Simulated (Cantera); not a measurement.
Charge: 1 mol CaCl2, 1.7 mol H2O, 86 mol N2, at 15.8 Torr.

These are equilibrium values from Cantera (NASA tables, ideal gas, pure condensed phases), not measurements of a reactor. Candidate condensed phases: Ca, CaCl2, CaO, Ca(OH)2, H2O, NH4Cl; 36 gas species. Mutual solubility and eutectic melting of coexisting phases are not modelled. Condensed phases not in the tables: oxide chlorides. The numbers say what is thermodynamically allowed, not how fast it happens.

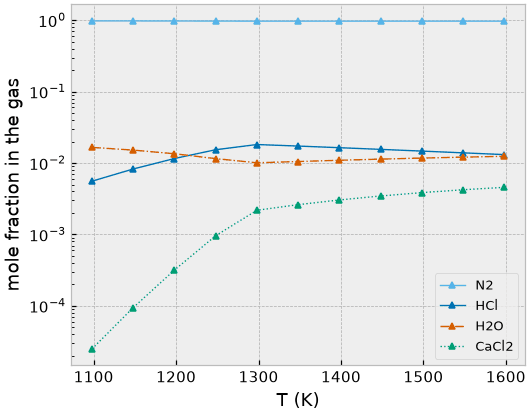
Fig. 1. Equilibrium gas composition (values under 1e-9 drawn at 1e-9)

From 1098 K to 1248 K the condensed part is CaCl2(l) + CaO(s). From 1298 K to 1598 K the condensed part is CaO(s). The main Ca-bearing gas is CaCl2 throughout. The share of Ca in condensed phases is highest at 1098 K (99.8 %) and lowest at 1598 K (59.5 %).
